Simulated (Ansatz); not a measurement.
**FeCo: pressure series**

The reference is FeCo in the CsCl type structure (space group Pm-3m, No. 221; ferromagnetic).

FeCo has the cubic space group Pm-3m (No. 221), the CsCl type structure, Pearson symbol cP2. Conventional cell: a = 2.800 Å, b = 2.800 Å, c = 2.800 Å, α = 90.00°, β = 90.00°, γ = 90.00°. Fe on 1a is surrounded by 8 Co at 2.425 Å and 6 Fe at 2.800 Å. Co on 1b is surrounded by 8 Fe at 2.425 Å and 6 Co at 2.800 Å. (Neighbours: up to the widest gap in distance over summed covalent radii, below 1.35, at either atom.)

Cell and atoms are relaxed at each pressure.

The values are results of plane-wave PAW DFT at the PBEsol level (Ansatz, a first-principles code, 420 eV), without spin-orbit coupling, not measurements.

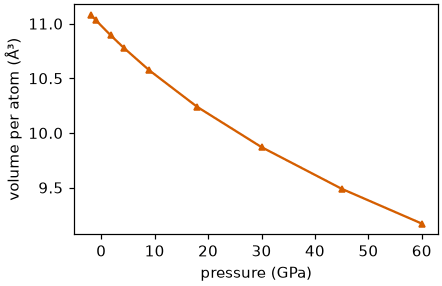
*Volume against pressure*

Problem. Estimate the zero-pressure bulk modulus from the plot.

Solution. About 220 GPa; a third-order Birch–Murnaghan fit to the points gives V₀ = 10.98 Å³/atom, B₀ = 220 GPa and B₀′ = 4.6.

Other magnetic orders, which the real material may have, were not ruled out. Load acts through the strain it causes; cell and atoms are relaxed under it. No phonon test of stability was made. No other phases were tried under pressure.
